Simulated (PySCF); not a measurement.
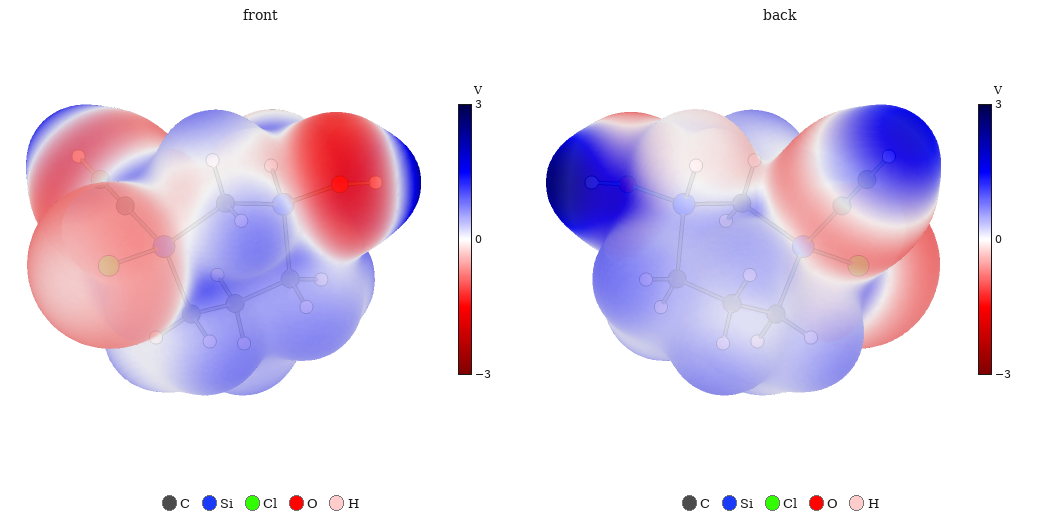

The picture shows: C6H11ClOSi2. The electrostatic potential painted on the density surface at 0.002 e/bohr³, seen from the front and from behind; red is negative and blue positive.

Geometry: GFN2-xTB.

Method: PBE0/pcSseg-1, SCF density, gas phase, non-relativistic in PySCF 2.14.0.

```xyz
21

C     3.1967   -1.5790    0.0818
C     2.3745   -0.8109    0.5048
Si    1.1024    0.3733    1.1562
Cl    1.9007    1.3276    2.7761
C     0.7101    1.6410   -0.2072
C     0.0475    1.0154   -1.4354
C    -1.3548    0.4779   -1.1508
Si   -1.3897   -1.0234    0.0178
O    -2.9039   -1.3904    0.5014
C    -0.4697   -0.5776    1.6112
H     3.9159   -2.2524   -0.2886
H     1.6293    2.1383   -0.5235
H     0.0580    2.4254    0.1841
H     0.6771    0.2064   -1.8130
H    -0.0162    1.7751   -2.2215
H    -1.8176    0.2129   -2.1043
H    -1.9600    1.2888   -0.7380
H    -0.7738   -2.1712   -0.6599
H    -3.5894   -1.6225   -0.1180
H    -1.1109    0.0342    2.2436
H    -0.2351   -1.4720    2.1829
```

### Which sites attract a positive test charge, and which a negative one?

A positive charge is drawn to the negative regions and a negative charge to the positive ones. The most negative region (about −1.4 V) lies over O9, the most positive (about +2.5 V) over H19. O9 is the likeliest acceptor of a hydrogen bond.
